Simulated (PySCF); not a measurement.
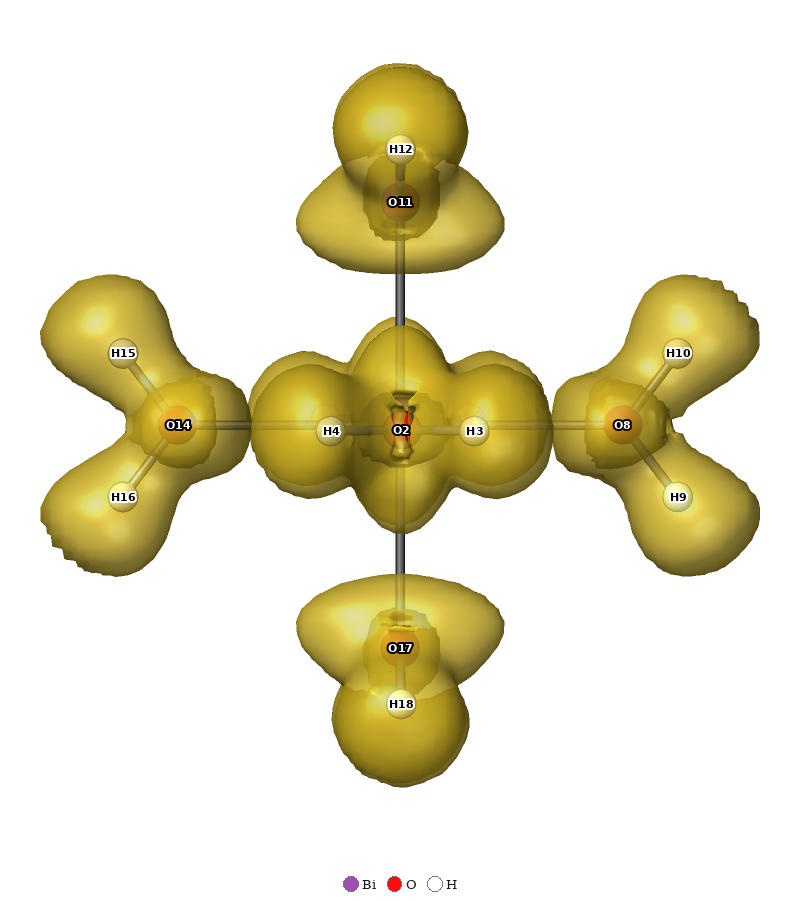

The picture shows: BiH₁₂O₆ (charge +3). Isosurface of the electron localisation function at 0.75 (yellow), seen across its widest extent. Only the valence region is drawn (cores and ρ < 0.01 e/Å³ removed).

Core potentials replace the inner electrons of Bi.

Level of theory: RKS r2SCAN, Bi def2-SVP with ECP60, O def2-SVP, H def2-SVP; non-relativistic Hamiltonian with scalar-relativistic core potentials where named; density fitting (PySCF 2.14.0).

```xyz
19

Bi    0.0000    0.0000    0.0000
O     0.0000    0.0000    2.4202
H     0.7794   -0.0001    3.0124
H    -0.7794    0.0001    3.0124
O     0.0000    0.0000   -2.4202
H     0.7794    0.0001   -3.0124
H    -0.7794   -0.0001   -3.0124
O     2.4204    0.0000    0.0000
H     3.0126   -0.7792   -0.0049
H     3.0126    0.7792    0.0049
O     0.0000    2.4203    0.0000
H    -0.0036    3.0125    0.7793
H     0.0036    3.0125   -0.7793
O    -2.4204    0.0000    0.0000
H    -3.0126    0.7792   -0.0049
H    -3.0126   -0.7792    0.0049
O     0.0000   -2.4203    0.0000
H     0.0036   -3.0125    0.7793
H    -0.0036   -3.0125   -0.7793
```

**Describe the localisation domains.**

The surface consists of six joined regions spread over several atoms (H, O), in which their bonds and any lone pairs are merged. Along the contacts the grid gives the following. Bi–O (2.42 Å): the ELF peaks at about 0.90 in the valence shell of O, 0.7 Å from its nucleus, and drops to about 0.15 between the two atoms. O–H (0.98 Å): the ELF climbs to about 1 towards the hydrogen, as it does in any bond to H: an ordinary covalent bond to hydrogen.
